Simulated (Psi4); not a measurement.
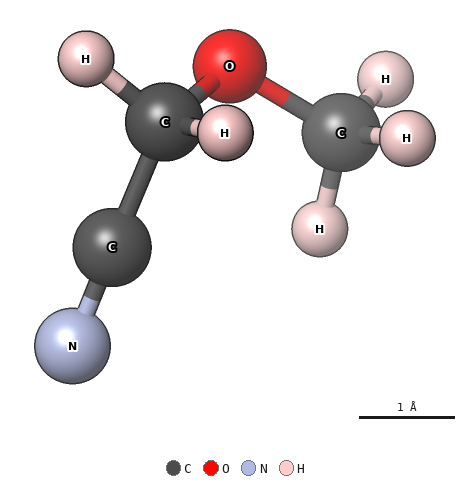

*The input geometry (ball-and-stick view, seen at a tilt).*

# Energy and gradient calculation of C3H5NO (charge +1) (part 1 of 2)

The run: energy and gradient calculation of C3H5NO, charge +1, multiplicity 2. Method and program: CAM-B3LYP/def2-SVP, UKS (Psi4 1.11).

The geometry is that of the parent species in another charge or spin state. The geometry comes from this level: PBE0-D4/def2-TZVP.

**Input file (c3h5no.py)**
```python
import psi4

psi4.set_memory(2200000000)
psi4.set_num_threads(1)
psi4.core.set_output_file('run.log', False)

mol = psi4.geometry("""
1 2
C     -1.341100     0.199110     0.152100
O     -0.473260    -0.302690    -0.840000
C      0.797320    -0.604320    -0.357810
C      1.540660     0.584770     0.085690
N      2.106760     1.520210     0.439110
H     -2.304540     0.364860    -0.326950
H     -0.975200     1.147050     0.563190
H     -1.463610    -0.521860     0.970710
H      1.353170    -1.076370    -1.170700
H      0.759830    -1.310760     0.484670
units angstrom
symmetry c1
no_reorient
no_com
""")

options = {'basis': 'def2-SVP', 'reference': 'uks', 'puream': True, 'e_convergence': 1e-09, 'd_convergence': 1e-08, 'scf_type': 'pk', 'dft_radial_points': 99, 'dft_spherical_points': 590, 'maxiter': 100}
psi4.set_options(options)

e_tot, wfn = psi4.gradient('cam-b3lyp', return_wfn=True)
psi4.oeprop(wfn, 'MULLIKEN_CHARGES', 'MAYER_INDICES', 'WIBERG_LOWDIN_INDICES', title='CAM-B3LYP')
print('gradient / Eh bohr^-1')
print(e_tot.np.round(6))
print(f'energy = {wfn.energy():.10f} Eh')
for k, v in sorted(psi4.core.scalar_variables().items()):
    print(f'{k:45s} {v:18.10f}')
```

Run as:
```bash
python c3h5no.py
```

**The program's output**
```
gradient() will perform analytic gradient computation.

   => Loading Basis Set <=

    Name: DEF2-SVP
    Role: ORBITAL
    Keyword: BASIS

         ---------------------------------------------------------
                                   SCF
                              UKS Reference
                        1 Threads,   2098 MiB Core
         ---------------------------------------------------------

  ==> Geometry <==

    Molecular point group: c1
    Full point group: C1

    Geometry (in Angstrom), charge = 1, multiplicity = 2:

       Center              X                  Y                   Z               Mass
    ------------   -----------------  -----------------  -----------------  -----------------
         C           -1.341100000000     0.199110000000     0.152100000000    12.000000000000
         O           -0.473260000000    -0.302690000000    -0.840000000000    15.994914619570
         C            0.797320000000    -0.604320000000    -0.357810000000    12.000000000000
         C            1.540660000000     0.584770000000     0.085690000000    12.000000000000
         N            2.106760000000     1.520210000000     0.439110000000    14.003074004430
         H           -2.304540000000     0.364860000000    -0.326950000000     1.007825032230
         H           -0.975200000000     1.147050000000     0.563190000000     1.007825032230
         H           -1.463610000000    -0.521860000000     0.970710000000     1.007825032230
         H            1.353170000000    -1.076370000000    -1.170700000000     1.007825032230
         H            0.759830000000    -1.310760000000     0.484670000000     1.007825032230

  Running in c1 symmetry.

  Rotational constants: A =      0.37891  B =      0.10169  C =      0.08826 [cm^-1]
  Rotational constants: A =  11359.37422  B =   3048.67059  C =   2645.91540 [MHz]
  Nuclear repulsion =  160.882146467237959

  Charge       = 1
  Multiplicity = 2
  Electrons    = 37
  Nalpha       = 19
  Nbeta        = 18

  ==> Algorithm <==

  SCF Algorithm Type is PK.
  DIIS enabled.
  MOM disabled.
  Fractional occupation disabled.
  Guess Type is SAD.
  Energy threshold   = 1.00e-09
  Density threshold  = 1.00e-08
  Integral threshold = 1.00e-12

  ==> Primary Basis <==

  Basis Set: DEF2-SVP
    Blend: DEF2-SVP
    Number of shells: 45
    Number of basis functions: 95
    Number of Cartesian functions: 100
    Spherical Harmonics?: true
    Max angular momentum: 2

  ==> DFT Potential <==

   => LibXC <=

    Version 7.1.2

   => Composite Functional: CAM-B3LYP <=

    CAM-B3LYP Hyb-GGA Exchange-Correlation Functional

    Deriv               =              1
    GGA                 =           TRUE
    Meta                =          FALSE

    Exchange Hybrid     =           TRUE
    MP2 Hybrid          =          FALSE

   => Exchange Functionals <=

    0.3500         Becke 88 [omega = 0.3300]
    0.4600   Short-range recipe for B88 functional - erf [omega = 0.3300]

   => Exact (HF) Exchange <=

    0.4600            HF,LR [omega = 0.3300]
    0.1900               HF

   => Correlation Functionals <=

    0.1900   Vosko, Wilk & Nusair (VWN5)
    0.8100   Lee, Yang & Parr

   => LibXC Density Thresholds  <==

    XC_HYB_GGA_XC_CAM_B3LYP:  1.00E-14

   => Molecular Quadrature <=

    Radial Scheme          =       TREUTLER
    Pruning Scheme         =           NONE
    Nuclear Scheme         =       TREUTLER

    Blocking Scheme        =         OCTREE
    BS radius alpha        =              1
    Pruning alpha          =              1
    Radial Points          =             99
    Spherical Points       =            590
    Total Points           =         548815
    Total Blocks           =           3918
    Max Points             =            256
    Max Functions          =             94
    Weights Tolerance      =       1.00E-15

  ==> Integral Setup <==

  Using in-core PK algorithm.
   Calculation information:
      Number of atoms:                  10
      Number of AO shells:              45
      Number of primitives:             85
      Number of atomic orbitals:       100
      Number of basis functions:        95

      Integral cutoff                 1.00e-12
      Number of threads:                 1

  Performing in-core PK
  Using 31197240 doubles for integral storage.
  We computed 503714 shell quartets total.
  Whereas there are 536130 unique shell quartets.

  Computing range-separated integrals for PK
  We computed 503714 wK shell quartets total.
  Whereas there are 536130 wK unique shell quartets.

  ==> DiskJK: Disk-Based J/K Matrices <==

    J tasked:                  Yes
    K tasked:                  Yes
    wK tasked:                 Yes
    Omega:               3.300E-01
    Memory [MiB]:              621
    Schwarz Cutoff:          1E-12

  Cached 50.0% of DFT collocation blocks in 0.611 [GiB].

  Minimum eigenvalue in the overlap matrix is 1.0176741569E-03.
  Reciprocal condition number of the overlap matrix is 1.7900603493E-04.
    Using symmetric orthogonalization.

  ==> Pre-Iterations <==

  SCF Guess: Superposition of Atomic Densities via on-the-fly atomic UHF (no occupation information).

   -------------------------
    Irrep   Nso     Nmo
   -------------------------
     A         95      95
   -------------------------
    Total      95      95
   -------------------------

  ==> Iterations <==

                        Total Energy        Delta E     RMS |[F,P]|

   @UKS iter SAD:  -246.14943036491658   -2.46149e+02   0.00000e+00
   @UKS iter   1:  -246.39530298326866   -2.45873e-01   5.95606e-03 DIIS/ADIIS
   @UKS iter   2:  -245.65096261339355    7.44340e-01   1.32311e-02 DIIS/ADIIS
   @UKS iter   3:  -246.52483023771919   -8.73868e-01   2.56797e-03 DIIS/ADIIS
   @UKS iter   4:  -246.55062374315537   -2.57935e-02   9.66771e-04 DIIS/ADIIS
   @UKS iter   5:  -246.55489023570919   -4.26649e-03   4.19876e-04 DIIS/ADIIS
   @UKS iter   6:  -246.55556279711388   -6.72561e-04   1.92586e-04 DIIS/ADIIS
   @UKS iter   7:  -246.55581178523363   -2.48988e-04   8.56084e-05 DIIS
   @UKS iter   8:  -246.55589271347156   -8.09282e-05   3.41835e-05 DIIS
   @UKS iter   9:  -246.55591587342585   -2.31600e-05   1.34433e-05 DIIS
   @UKS iter  10:  -246.55592276579799   -6.89237e-06   5.99884e-06 DIIS
   @UKS iter  11:  -246.55592477128528   -2.00549e-06   3.48751e-06 DIIS
   @UKS iter  12:  -246.55592546958874   -6.98303e-07   2.16579e-06 DIIS
   @UKS iter  13:  -246.55592580253054   -3.32942e-07   1.05425e-06 DIIS
   @UKS iter  14:  -246.55592588982037   -8.72898e-08   6.98964e-07 DIIS
   @UKS iter  15:  -246.55592594031503   -5.04947e-08   3.96828e-07 DIIS
   @UKS iter  16:  -246.55592595645771   -1.61427e-08   1.88178e-07 DIIS
   @UKS iter  17:  -246.55592595920885   -2.75114e-09   8.05692e-08 DIIS
   @UKS iter  18:  -246.55592595947908   -2.70234e-10   4.57219e-08 DIIS
   @UKS iter  19:  -246.55592595952621   -4.71232e-11   2.34385e-08 DIIS
   @UKS iter  20:  -246.55592595953570   -9.49285e-12   1.17217e-08 DIIS
   @UKS iter  21:  -246.55592595954110   -5.40012e-12   5.08641e-09 DIIS
  Energy and wave function converged.

  ==> Post-Iterations <==

   Electrons on quadrature grid:
      Nalpha   =   18.9999995970 ; deviation = -4.030e-07
      Nbeta    =   17.9999995463 ; deviation = -4.537e-07
      Ntotal   =   36.9999991433 ; deviation = -8.567e-07

   @Spin Contamination Metric:   4.576785195E-03
   @S^2 Expected:                7.500000000E-01
   @S^2 Observed:                7.545767852E-01
   @S   Expected:                5.000000000E-01
   @S   Observed:                5.000000000E-01

    Orbital Energies [Eh]
    ---------------------

    Alpha Occupied:

       1A    -19.649459     2A    -14.619838     3A    -10.612873
       4A    -10.585345     5A    -10.516246     6A     -1.507859
       7A     -1.194621     8A     -1.125253     9A     -1.030227
      10A     -0.920794    11A     -0.894597    12A     -0.869927
      13A     -0.786997    14A     -0.744683    15A     -0.718673
      16A     -0.714878    17A     -0.629477    18A     -0.621075
      19A     -0.607742

    Alpha Virtual:

      20A     -0.171001    21A     -0.123249    22A     -0.100651
      23A     -0.073410    24A     -0.057158    25A     -0.045456
      26A     -0.038702    27A     -0.016884    28A      0.012494
      29A      0.046118    30A      0.103805    31A      0.228912
      32A      0.248483    33A      0.266476    34A      0.283102
      35A      0.367157    36A      0.387474    37A      0.408538
      38A      0.432748    39A      0.444909    40A      0.447648
      41A      0.466481    42A      0.484713    43A      0.494116
      44A      0.514339    45A      0.562453    46A      0.613985
      47A      0.683957    48A      0.709387    49A      0.734263
      50A      0.827960    51A      0.839852    52A      0.887783
      53A      0.976038    54A      1.018747    55A      1.020917
      56A      1.064091    57A      1.203148    58A      1.261949
      59A      1.298261    60A      1.341472    61A      1.411929
      62A      1.466252    63A      1.476351    64A      1.514482
      65A      1.550686    66A      1.576698    67A      1.589723
      68A      1.611518    69A      1.651987    70A      1.692403
      71A      1.705002    72A      1.773854    73A      1.821941
      74A      1.963860    75A      1.983691    76A      2.028637
      77A      2.098645    78A      2.128187    79A      2.141102
      80A      2.167836    81A      2.206812    82A      2.447244
      83A      2.487147    84A      2.523825    85A      2.557082
      86A      2.605274    87A      2.662512    88A      2.745110
      89A      2.784034    90A      2.869386    91A      2.920395
      92A      2.922587    93A      3.078944    94A      3.225847
      95A      3.337430

    Beta Occupied:

       1A    -19.627435     2A    -14.619749     3A    -10.613381
       4A    -10.585363     5A    -10.514906     6A     -1.462938
       7A     -1.192778     8A     -1.117519     9A     -1.012177
      10A     -0.884997    11A     -0.860600    12A     -0.848880
      13A     -0.755687    14A     -0.737620    15A     -0.708295
      16A     -0.627308    17A     -0.620057    18A     -0.606216

    Beta Virtual:

      19A     -0.442172    20A     -0.165496    21A     -0.120076
      22A     -0.098490    23A     -0.066493    24A     -0.054147
      25A     -0.041066    26A     -0.034978    27A     -0.013611
      28A      0.016299    29A      0.054538    30A      0.109530
      31A      0.232766    32A      0.258051    33A      0.272755
      34A      0.288772    35A      0.370184    36A      0.390687
      37A      0.414575    38A      0.438264    39A      0.448476
      40A      0.452243    41A      0.473346    42A      0.490268
      43A      0.498433    44A      0.516047    45A      0.563476
      46A      0.621737    47A      0.693557    48A      0.712757
      49A      0.741287    50A      0.834319    51A      0.866172
      52A      0.899173    53A      0.983210    54A      1.022975
      55A      1.028993    56A      1.073507    57A      1.216168
      58A      1.269238    59A      1.314098    60A      1.352134
      61A      1.416919    62A      1.469474    63A      1.480400
      64A      1.525675    65A      1.556530    66A      1.585149
      67A      1.598399    68A      1.619524    69A      1.659581
      70A      1.701729    71A      1.712010    72A      1.781079
      73A      1.825043    74A      1.970747    75A      1.992079
      76A      2.035701    77A      2.105758    78A      2.135022
      79A      2.144066    80A      2.172715    81A      2.211725
      82A      2.465862    83A      2.497431    84A      2.551064
      85A      2.570937    86A      2.633695    87A      2.667302
      88A      2.762983    89A      2.805726    90A      2.888805
      91A      2.927820    92A      2.939842    93A      3.096157
      94A      3.235665    95A      3.340460

    Final Occupation by Irrep:
              A
    DOCC [    18 ]
    SOCC [     1 ]
    NA   [    19 ]
    NB   [    18 ]

  @UKS Final Energy:  -246.55592595954110

   => Energetics <=

    Nuclear Repulsion Energy =            160.8821464672379591
    One-Electron Energy =                -642.6370338401669642
    Two-Electron Energy =                 259.3182514351399277
    DFT Exchange-Correlation Energy =     -24.1192900217519934
    Empirical Dispersion Energy =           0.0000000000000000
    VV10 Nonlocal Energy =                  0.0000000000000000
    Total Energy =                       -246.5559259595410992

  UHF NO Occupations:
  HONO-2 :   17  A 1.9995226
  HONO-1 :   18  A 1.9989309
  HONO-0 :   19  A 1.0000000
  LUNO+0 :   20  A 0.0010691
  LUNO+1 :   21  A 0.0004774
  LUNO+2 :   22  A 0.0002404
  LUNO+3 :   23  A 0.0001940

Computation Completed

Properties will be evaluated at   0.000000,   0.000000,   0.000000 [a0]

Properties computed using the SCF density matrix

 Multipole Moments:

 ------------------------------------------------------------------------------------
     Multipole            Electronic (a.u.)      Nuclear  (a.u.)        Total (a.u.)
 ------------------------------------------------------------------------------------

 L = 1.  Multiply by 2.5417464519 to convert [e a0] to [Debye]
 Dipole X            :        -28.0493770           27.0460816           -1.0032954
 Dipole Y            :        -15.9207683           14.9292710           -0.9914973
 Dipole Z            :          7.1450649           -7.2668095           -0.1217447
 Magnitude           :                                                    1.4158003

 ------------------------------------------------------------------------------------

	total time  =         44 seconds =       0.73 minutes

         ------------------------------------------------------------
                                   SCF GRAD
         ------------------------------------------------------------

  ==> Geometry <==

    Molecular point group: c1
    Full point group: C1

    Geometry (in Angstrom), charge = 1, multiplicity = 2:

       Center              X                  Y                   Z               Mass
    ------------   -----------------  -----------------  -----------------  -----------------
         C           -1.341100000000     0.199110000000     0.152100000000    12.000000000000
         O           -0.473260000000    -0.302690000000    -0.840000000000    15.994914619570
         C            0.797320000000    -0.604320000000    -0.357810000000    12.000000000000
         C            1.540660000000     0.584770000000     0.085690000000    12.000000000000
         N            2.106760000000     1.520210000000     0.439110000000    14.003074004430
         H           -2.304540000000     0.364860000000    -0.326950000000     1.007825032230
         H           -0.975200000000     1.147050000000     0.563190000000     1.007825032230
         H           -1.463610000000    -0.521860000000     0.970710000000     1.007825032230
         H            1.353170000000    -1.076370000000    -1.170700000000     1.007825032230
         H            0.759830000000    -1.310760000000     0.484670000000     1.007825032230

  Nuclear repulsion =  160.882146467237959

  ==> Basis Set <==

  Basis Set: DEF2-SVP
    Blend: DEF2-SVP
    Number of shells: 45
    Number of basis functions: 95
    Number of Cartesian functions: 100
    Spherical Harmonics?: true
    Max angular momentum: 2

  ==> DirectJKGrad: Integral-Direct SCF Gradients <==

    Gradient:                    1
    J tasked:                  Yes
    K tasked:                  Yes
    wK tasked:                 Yes
    Omega:               3.300E-01
    Integrals threads:           1
    Schwarz Cutoff:          1E-12

  ==> DFT Potential <==

   => LibXC <=

    Version 7.1.2

   => Composite Functional: CAM-B3LYP <=

    CAM-B3LYP Hyb-GGA Exchange-Correlation Functional

    Deriv               =              1
    GGA                 =           TRUE
    Meta                =          FALSE

    Exchange Hybrid     =           TRUE
    MP2 Hybrid          =          FALSE

   => Exchange Functionals <=

    0.3500         Becke 88 [omega = 0.3300]
    0.4600   Short-range recipe for B88 functional - erf [omega = 0.3300]

   => Exact (HF) Exchange <=

    0.4600            HF,LR [omega = 0.3300]
    0.1900               HF

   => Correlation Functionals <=

    0.1900   Vosko, Wilk & Nusair (VWN5)
    0.8100   Lee, Yang & Parr

   => LibXC Density Thresholds  <==

    XC_HYB_GGA_XC_CAM_B3LYP:  1.00E-14

   => Molecular Quadrature <=

    Radial Scheme          =       TREUTLER
    Pruning Scheme         =           NONE
    Nuclear Scheme         =       TREUTLER

    Blocking Scheme        =         OCTREE
    BS radius alpha        =              1
    Pruning alpha          =              1
    Radial Points          =             99
    Spherical Points       =            590
    Total Points           =         548815
    Total Blocks           =           3918
    Max Points             =            256
    Max Functions          =             94
    Weights Tolerance      =       1.00E-15
```
